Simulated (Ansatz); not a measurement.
**Run report: CH5F2NSi, nudged elastic band (part 1 of 2)**

CH5F2NSi, computed with RKS PBE0-D4/def2-SVP (Ansatz 0.2.0).

The run did not end well. It belongs to a series of runs on one base structure; here: band between the two ends.

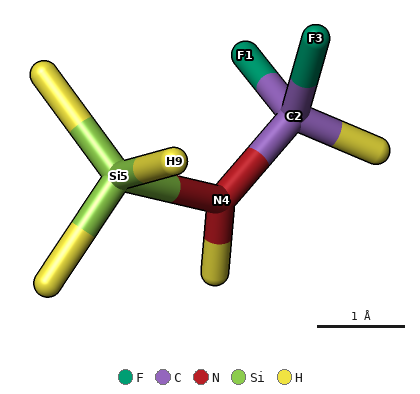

**Figure 1.** The input geometry (stick view, seen at a tilt; atoms are numbered from 1 in the order of the input). Bond lengths as drawn: C–F 1.35 to 1.36 Å, C–H 1.10 Å, C–N 1.40 Å, H–N 1.01 Å, H–Si 1.49 Å and N–Si 1.76 Å.

**What the run reported**

- outcome: not converged
- barrier, forward (band not converged): 4.975 eV
- barrier, backward: 4.284 eV
- hardware: 2 threads of Intel Xeon (Sapphire Rapids), 16 GiB of memory available, shared host
- wall time: 11 min (CPU time 22 min)
- peak memory: 0.24 GiB

**What went wrong**

The run did not converge: “NEB band did not converge after 60 iterations: max|band force component| = 4.17e0 eV/Å (threshold 3.0e-2); raise `neb.max_iterations` in a new run, which can start from the last band evaluated (`neb.initial_path`, with `crystal.atoms` and `neb.final_atoms` set to its first and last images), add images, or start from endpoints closer to local minima …” Its last values are not results.

**The input**
```yaml
crystal:
  periodic: [false, false, false]
  atoms:
    - { symbol: F, position_ang: [-0.259169, -2.195401, 0.178371] }
    - { symbol: C, position_ang: [-0.894647, -1.000639, 0.339322] }
    - { symbol: F, position_ang: [-0.664117, -0.623129, 1.617427] }
    - { symbol: "N", position_ang: [-0.407957, -0.005127, -0.509379] }
    - { symbol: Si, position_ang: [0.963438, 1.02876, -0.140033] }
    - { symbol: H, position_ang: [-1.973973, -1.194684, 0.206767] }
    - { symbol: H, position_ang: [-0.727138, -0.079236, -1.467737] }
    - { symbol: H, position_ang: [2.158628, 0.261917, 0.318991] }
    - { symbol: H, position_ang: [0.623943, 2.048622, 0.892598] }
    - { symbol: H, position_ang: [1.263993, 1.707814, -1.433526] }
basis:
  gaussian: { orbitals: def2-SVP }
hamiltonian:
  xc: pbe0
  dispersion: d4
neb:
  order_check: false
  images: 7
  f_tol: 0.03
  max_iterations: 60
  final_atoms:
    - { symbol: F, position_ang: [-0.43250419, -0.88406209, 1.47261747] }
    - { symbol: C, position_ang: [-0.16097409, -0.6283178, 0.1375905] }
    - { symbol: F, position_ang: [0.42198878, -1.76955217, -0.31952198] }
    - { symbol: "N", position_ang: [-1.32137264, -0.40116392, -0.61153126] }
    - { symbol: Si, position_ang: [1.10477112, 0.82446468, 0.05880655] }
    - { symbol: H, position_ang: [-1.95521978, -1.19842952, -0.55898985] }
    - { symbol: H, position_ang: [-1.80753049, 0.44098858, -0.31871945] }
    - { symbol: H, position_ang: [2.2294178, 0.51828884, 0.98528735] }
    - { symbol: H, position_ang: [0.40337993, 2.06946314, 0.49448002] }
    - { symbol: H, position_ang: [1.60104455, 0.97721727, -1.33721835] }
  initial_path:
    images:
      - { positions_ang: [[-0.259169, -2.195401, 0.178371], [-0.894647, -1.000639, 0.339322], [-0.664117, -0.623129, 1.617427], [-0.407957, -0.005127, -0.509379], [0.963438, 1.02876, -0.140033], [-1.973973, -1.194684, 0.206767], [-0.727138, -0.079236, -1.467737], [2.158628, 0.261917, 0.318991], [0.623943, 2.048622, 0.892598], [1.263993, 1.707814, -1.433526]] }
      - { positions_ang: [[-0.6333649, -2.12279384, 0.08839663], [-0.92717507, -0.98794869, 0.36576106], [-0.5639343, -0.87601516, 1.53426268], [-0.34136557, -0.07834973, -0.52090933], [0.92124496, 1.01939001, -0.15576133], [-1.45675107, -0.97537604, 0.34082361], [-0.74729639, -0.07486116, -1.4285162], [2.07486551, 0.34685257, 0.44525698], [0.44925874, 2.05785937, 0.76352875], [1.30751908, 1.64013967, -1.43004185]] }
      - { positions_ang: [[-1.00756079, -2.05018668, -0.00157775], [-0.95970313, -0.97525839, 0.39220012], [-0.4637516, -1.12890131, 1.45109835], [-0.27477414, -0.15157245, -0.53243967], [0.87905193, 1.01002003, -0.17148965], [-0.93952914, -0.75606809, 0.47488022], [-0.76745477, -0.07048631, -1.3892954], [1.99110302, 0.43178813, 0.57152297], [0.27457448, 2.06709675, 0.63445951], [1.35104516, 1.57246533, -1.42655769]] }
      - { positions_ang: [[-1.38175669, -1.97757952, -0.09155212], [-0.9922312, -0.96256808, 0.41863918], [-0.36356891, -1.38178747, 1.36793403], [-0.20818272, -0.22479518, -0.54397], [0.83685889, 1.00065004, -0.18721798], [-0.42230722, -0.53676013, 0.60893682], [-0.78761316, -0.06611147, -1.35007461], [1.90734053, 0.5167237, 0.69778895], [0.09989022, 2.07633412, 0.50539026], [1.39457124, 1.504791, -1.42307354]] }
      - { positions_ang: [[-1.75595258, -1.90497236, -0.18152649], [-1.02475927, -0.94987778, 0.44507824], [-0.26338621, -1.63467362, 1.28476971], [-0.14159129, -0.2980179, -0.55550033], [0.79466586, 0.99128006, -0.20294631], [0.09491471, -0.31745218, 0.74299343], [-0.80777154, -0.06173663, -1.31085381], [1.82357804, 0.60165926, 0.82405494], [-0.07479404, 2.08557149, 0.37632101], [1.43809732, 1.43711666, -1.41958938]] }
      - { positions_ang: [[-1.42509049, -1.64974479, 0.2320095], [-0.80881297, -0.86948778, 0.3682063], [-0.09204246, -1.66839326, 0.88369679], [-0.43653663, -0.32380441, -0.56950807], [0.87219217, 0.94957621, -0.1375081], [-0.41761891, -0.53769651, 0.41749761], [-1.05771128, 0.06394467, -1.06282022], [1.92503798, 0.58081666, 0.86436304], [0.04474945, 2.0815444, 0.40586076], [1.47883413, 1.32214181, -1.39899662]] }
      - { positions_ang: [[-1.09422839, -1.39451722, 0.64554549], [-0.59286668, -0.78909779, 0.29133437], [0.07930129, -1.7021129, 0.48262387], [-0.73148196, -0.34959091, -0.5835158], [0.94971849, 0.90787237, -0.07206988], [-0.93015253, -0.75794085, 0.09200179], [-1.30765101, 0.18962598, -0.81478663], [2.02649792, 0.55997405, 0.90467114], [0.16429294, 2.07751731, 0.43540052], [1.51957094, 1.20716697, -1.37840387]] }
      - { positions_ang: [[-0.76336629, -1.13928966, 1.05908148], [-0.37692038, -0.7087078, 0.21446243], [0.25064503, -1.73583254, 0.08155095], [-1.0264273, -0.37537742, -0.59752353], [1.02724481, 0.86616852, -0.00663167], [-1.44268615, -0.97818519, -0.23349403], [-1.55759075, 0.31530728, -0.56675304], [2.12795786, 0.53913145, 0.94497925], [0.28383644, 2.07349022, 0.46494027], [1.56030774, 1.09219212, -1.35781111]] }
      - { positions_ang: [[-0.43250419, -0.88406209, 1.47261747], [-0.16097409, -0.6283178, 0.1375905], [0.42198878, -1.76955217, -0.31952198], [-1.32137264, -0.40116392, -0.61153126], [1.10477112, 0.82446468, 0.05880655], [-1.95521978, -1.19842952, -0.55898985], [-1.80753049, 0.44098858, -0.31871945], [2.2294178, 0.51828884, 0.98528735], [0.40337993, 2.06946314, 0.49448002], [1.60104455, 0.97721727, -1.33721835]] }
```

Launch command:
```bash
ansatz run input.yaml --threads 2 --pin off --max-ram 3072MiB --backend cpu --events-out ev --progress --plain --runs-dir out
```

**What the program printed**
```
Engine: ansatz 0.2.0, x86_64-unknown-linux-gnu
Functional definition: PBE0
  parameter a = 0.25
  parameter kappa = 0.804
  parameter beta = 0.06672455060314922
  exchange = (1 - a)*pbe_x(kappa = kappa, mu = beta*pi^2/3) + a*exact_x
  correlation = pbe_c(beta = beta)
1057 factors; integrals over basis functions are off by at most 3.6e-4 eV
mean field evaluation 1: about -15896.4221 eV, gradient 4.6e1 eV
mean field evaluation 2: about -15893.9202 eV, gradient 5.7e1 eV
mean field evaluation 4: about -15900.2045 eV, gradient 2.4e0 eV
mean field evaluation 8: about -15900.2432 eV, gradient 9.3e-2 eV
mean field -15900.24320036 eV, -584.3231600412 hartree, gradient 3.5e-5 eV, S^2 0.000000; 0 other end points of the search recorded, 0 dependent functions left out
the calculation of the forces begins
reference -15900.24322355 eV, -584.3231608936 hartree; 25, 25 occupied and 74, 74 virtual orbitals, 1057 factors
1057 factors; integrals over basis functions are off by at most 1.3e-3 eV
mean field evaluation 16: about -15895.7753 eV, gradient 4.6e1 eV
mean field -15899.54998162 eV, -584.2976847226 hartree, gradient 2.6e-5 eV, S^2 0.000000; 0 other end points of the search recorded, 0 dependent functions left out
[... from here on the field's lines of each further geometry are left out, up to the last ...]
NEB iter   1: max|band force component| = 1.022e3 eV/Å  barrier→ = 160.0607 eV  barrier← = 159.3698 eV  Δτ_max = 0.2000 Å  (240 SCF iters)
NEB iter   2: max|band force component| = 2.590e2 eV/Å  barrier→ = 63.1231 eV  barrier← = 62.4322 eV  Δτ_max = 0.2000 Å  (238 SCF iters)
NEB iter   3: max|band force component| = 1.774e2 eV/Å  barrier→ = 39.3427 eV  barrier← = 38.6519 eV  Δτ_max = 0.2000 Å  (224 SCF iters)
NEB iter   4: max|band force component| = 1.021e2 eV/Å  barrier→ = 23.5423 eV  barrier← = 22.8515 eV  Δτ_max = 0.1972 Å  (217 SCF iters)
NEB iter   5: max|band force component| = 5.184e1 eV/Å  barrier→ = 12.9227 eV  barrier← = 12.2319 eV  Δτ_max = 0.2000 Å  (226 SCF iters)
NEB iter   6: max|band force component| = 2.804e1 eV/Å  barrier→ = 7.3886 eV  barrier← = 6.6978 eV  Δτ_max = 0.2000 Å  (220 SCF iters)
NEB iter   7: max|band force component| = 1.365e1 eV/Å  barrier→ = 6.2116 eV  barrier← = 5.5208 eV  Δτ_max = 0.2000 Å  (224 SCF iters)
NEB iter   8: max|band force component| = 8.693e0 eV/Å  barrier→ = 6.2322 eV  barrier← = 5.5413 eV  Δτ_max = 0.1011 Å  (216 SCF iters)
NEB iter   9: max|band force component| = 5.981e0 eV/Å  barrier→ = 5.1870 eV  barrier← = 4.4962 eV  Δτ_max = 0.1003 Å  (208 SCF iters)
NEB iter  10: max|band force component| = 4.081e0 eV/Å  barrier→ = 4.4072 eV  barrier← = 3.7163 eV  Δτ_max = 0.1038 Å  (197 SCF iters)
NEB iter  11: max|band force component| = 2.332e0 eV/Å  barrier→ = 3.9286 eV  barrier← = 3.2377 eV  Δτ_max = 0.1033 Å  (199 SCF iters)
NEB iter  12: max|band force component| = 2.321e0 eV/Å  barrier→ = 3.6042 eV  barrier← = 2.9134 eV  Δτ_max = 0.1019 Å  (198 SCF iters)
NEB iter  13: max|band force component| = 2.315e0 eV/Å  barrier→ = 3.3862 eV  barrier← = 2.6954 eV  Δτ_max = 0.2000 Å  (197 SCF iters)
NEB iter  14: max|band force component| = 2.028e0 eV/Å  barrier→ = 3.1475 eV  barrier← = 2.4567 eV  Δτ_max = 0.1976 Å  (193 SCF iters)
NEB iter  15: max|band force component| = 1.797e0 eV/Å  barrier→ = 3.0519 eV  barrier← = 2.3611 eV  Δτ_max = 0.1983 Å  (202 SCF iters)
NEB iter  16: max|band force component| = 1.274e0 eV/Å  barrier→ = 2.9995 eV  barrier← = 2.3087 eV  Δτ_max = 0.1970 Å  (197 SCF iters)
NEB iter  17: max|band force component| = 1.091e0 eV/Å  barrier→ = 3.0577 eV  barrier← = 2.3669 eV  Δτ_max = 0.2000 Å  (198 SCF iters)
NEB iter  18: max|band force component| = 1.671e0 eV/Å  barrier→ = 3.1981 eV  barrier← = 2.5073 eV  Δτ_max = 0.1020 Å  (202 SCF iters)
NEB iter  19: max|band force component| = 6.995e-1 eV/Å  barrier→ = 3.0604 eV  barrier← = 2.3696 eV  Δτ_max = 0.2000 Å  (190 SCF iters)
NEB iter  20: max|band force component| = 5.857e-1 eV/Å  barrier→ = 3.2449 eV  barrier← = 2.5541 eV  Δτ_max = 0.1997 Å  (195 SCF iters)
NEB iter  21: max|band force component| = 6.020e-1 eV/Å  barrier→ = 3.2175 eV  barrier← = 2.5266 eV  Δτ_max = 0.1998 Å  (200 SCF iters)
NEB iter  22: max|band force component| = 7.193e-1 eV/Å  barrier→ = 3.2544 eV  barrier← = 2.5636 eV  Δτ_max = 0.1000 Å  (199 SCF iters)
NEB iter  23: max|band force component| = 5.422e-1 eV/Å  barrier→ = 3.2104 eV  barrier← = 2.5196 eV  Δτ_max = 0.1000 Å  (195 SCF iters)
NEB iter  24: max|band force component| = 6.694e-1 eV/Å  barrier→ = 3.2077 eV  barrier← = 2.5169 eV  Δτ_max = 0.1001 Å  (198 SCF iters)
NEB iter  25: max|band force component| = 1.021e0 eV/Å  barrier→ = 3.3072 eV  barrier← = 2.6163 eV  Δτ_max = 0.1998 Å  (197 SCF iters)
NEB iter  26: max|band force component| = 1.159e0 eV/Å  barrier→ = 3.4534 eV  barrier← = 2.7626 eV  Δτ_max = 0.1974 Å  (193 SCF iters)
NEB iter  27: max|band force component| = 1.453e0 eV/Å  barrier→ = 3.5716 eV  barrier← = 2.8808 eV  Δτ_max = 0.1997 Å  (194 SCF iters)
NEB iter  28: max|band force component| = 1.850e0 eV/Å  barrier→ = 3.6941 eV  barrier← = 3.0033 eV  Δτ_max = 0.1985 Å  (205 SCF iters)
NEB iter  29: max|band force component| = 2.196e0 eV/Å  barrier→ = 3.7785 eV  barrier← = 3.0877 eV  Δτ_max = 0.2000 Å  (202 SCF iters)
NEB iter  30: max|band force component| = 2.056e0 eV/Å  barrier→ = 3.9235 eV  barrier← = 3.2326 eV  Δτ_max = 0.1979 Å  (206 SCF iters)
NEB iter  31: max|band force component| = 1.835e0 eV/Å  barrier→ = 3.9632 eV  barrier← = 3.2724 eV  Δτ_max = 0.1994 Å  (202 SCF iters)
NEB iter  32: max|band force component| = 1.760e0 eV/Å  barrier→ = 4.0396 eV  barrier← = 3.3487 eV  Δτ_max = 0.2000 Å  (201 SCF iters)
NEB iter  33: max|band force component| = 1.586e0 eV/Å  barrier→ = 4.0705 eV  barrier← = 3.3796 eV  Δτ_max = 0.2000 Å  (207 SCF iters)
NEB iter  34: max|band force component| = 1.616e0 eV/Å  barrier→ = 4.2088 eV  barrier← = 3.5180 eV  Δτ_max = 0.1963 Å  (209 SCF iters)
NEB iter  35: max|band force component| = 1.802e0 eV/Å  barrier→ = 4.1360 eV  barrier← = 3.4452 eV  Δτ_max = 0.2000 Å  (197 SCF iters)
NEB iter  36: max|band force component| = 2.274e0 eV/Å  barrier→ = 3.9776 eV  barrier← = 3.2868 eV  Δτ_max = 0.1933 Å  (205 SCF iters)
NEB iter  37: max|band force component| = 2.436e0 eV/Å  barrier→ = 3.8104 eV  barrier← = 3.1195 eV  Δτ_max = 0.2000 Å  (187 SCF iters)
NEB iter  38: max|band force component| = 2.439e0 eV/Å  barrier→ = 3.6952 eV  barrier← = 3.0043 eV  Δτ_max = 0.1972 Å  (200 SCF iters)
NEB iter  39: max|band force component| = 2.607e0 eV/Å  barrier→ = 3.7177 eV  barrier← = 3.0269 eV  Δτ_max = 0.1747 Å  (201 SCF iters)
NEB iter  40: max|band force component| = 2.739e0 eV/Å  barrier→ = 3.7425 eV  barrier← = 3.0517 eV  Δτ_max = 0.1988 Å  (193 SCF iters)
NEB iter  41: max|band force component| = 3.612e0 eV/Å  barrier→ = 3.7622 eV  barrier← = 3.0714 eV  Δτ_max = 0.1779 Å  (190 SCF iters)
NEB iter  42: max|band force component| = 4.312e0 eV/Å  barrier→ = 3.8509 eV  barrier← = 3.1600 eV  Δτ_max = 0.1960 Å  (195 SCF iters)
NEB iter  43: max|band force component| = 4.795e0 eV/Å  barrier→ = 3.9017 eV  barrier← = 3.2108 eV  Δτ_max = 0.2000 Å  (198 SCF iters)
NEB iter  44: max|band force component| = 5.103e0 eV/Å  barrier→ = 3.9321 eV  barrier← = 3.2412 eV  Δτ_max = 0.2000 Å  (194 SCF iters)
NEB iter  45: max|band force component| = 5.258e0 eV/Å  barrier→ = 3.9477 eV  barrier← = 3.2569 eV  Δτ_max = 0.1999 Å  (181 SCF iters)
NEB iter  46: max|band force component| = 5.145e0 eV/Å  barrier→ = 4.4921 eV  barrier← = 3.8013 eV  Δτ_max = 0.1800 Å  (197 SCF iters)
NEB iter  47: max|band force component| = 4.591e0 eV/Å  barrier→ = 5.4466 eV  barrier← = 4.7558 eV  Δτ_max = 0.1521 Å  (203 SCF iters)
NEB iter  48: max|band force component| = 3.946e0 eV/Å  barrier→ = 5.9604 eV  barrier← = 5.2696 eV  Δτ_max = 0.1469 Å  (191 SCF iters)
NEB iter  49: max|band force component| = 3.529e0 eV/Å  barrier→ = 6.4215 eV  barrier← = 5.7306 eV  Δτ_max = 0.1444 Å  (202 SCF iters)
NEB iter  50: max|band force component| = 3.173e0 eV/Å  barrier→ = 6.8346 eV  barrier← = 6.1437 eV  Δτ_max = 0.1754 Å  (200 SCF iters)
NEB iter  51: max|band force component| = 2.883e0 eV/Å  barrier→ = 7.2668 eV  barrier← = 6.5760 eV  Δτ_max = 0.2000 Å  (192 SCF iters)
NEB iter  52: max|band force component| = 2.615e0 eV/Å  barrier→ = 7.6381 eV  barrier← = 6.9472 eV  Δτ_max = 0.2000 Å  (206 SCF iters)
NEB iter  53: max|band force component| = 3.151e0 eV/Å  barrier→ = 8.1218 eV  barrier← = 7.4310 eV  Δτ_max = 0.1020 Å  (210 SCF iters)
NEB iter  54: max|band force component| = 3.531e0 eV/Å  barrier→ = 8.2392 eV  barrier← = 7.5484 eV  Δτ_max = 0.1057 Å  (205 SCF iters)
NEB iter  55: max|band force component| = 3.883e0 eV/Å  barrier→ = 8.2369 eV  barrier← = 7.5461 eV  Δτ_max = 0.2000 Å  (207 SCF iters)
NEB iter  56: max|band force component| = 3.650e0 eV/Å  barrier→ = 7.9951 eV  barrier← = 7.3043 eV  Δτ_max = 0.1990 Å  (211 SCF iters)
NEB iter  57: max|band force component| = 5.205e0 eV/Å  barrier→ = 7.0357 eV  barrier← = 6.3449 eV  Δτ_max = 0.0997 Å  (210 SCF iters)
NEB iter  58: max|band force component| = 5.923e0 eV/Å  barrier→ = 6.4941 eV  barrier← = 5.8033 eV  Δτ_max = 0.2000 Å  (201 SCF iters)
NEB iter  59: max|band force component| = 5.638e0 eV/Å  barrier→ = 5.4728 eV  barrier← = 4.7819 eV  Δτ_max = 0.2000 Å  (199 SCF iters)
the calculation of the forces begins
reference -15899.46983705 eV, -584.2947394640 hartree; 25, 25 occupied and 74, 74 virtual orbitals, 1057 factors
these checks for a lower state are left out or cut short: starts, cluster_reference, orbital_swaps, neighbouring_geometries, increment
1057 factors; integrals over basis functions are off by at most 9.1e-4 eV
mean field -15899.38743634 eV, -584.2917112936 hartree, gradient 1.5e-5 eV, S^2 0.000000; 0 other end points of the search recorded, 0 dependent functions left out
the calculation of the forces begins
reference -15899.38745868 eV, -584.2917121145 hartree; 25, 25 occupied and 74, 74 virtual orbitals, 1057 factors
NEB iter  60: max|band force component| = 4.175e0 eV/Å  barrier→ = 4.9748 eV  barrier← = 4.2839 eV  Δτ_max = 0.1976 Å  (201 SCF iters)
```
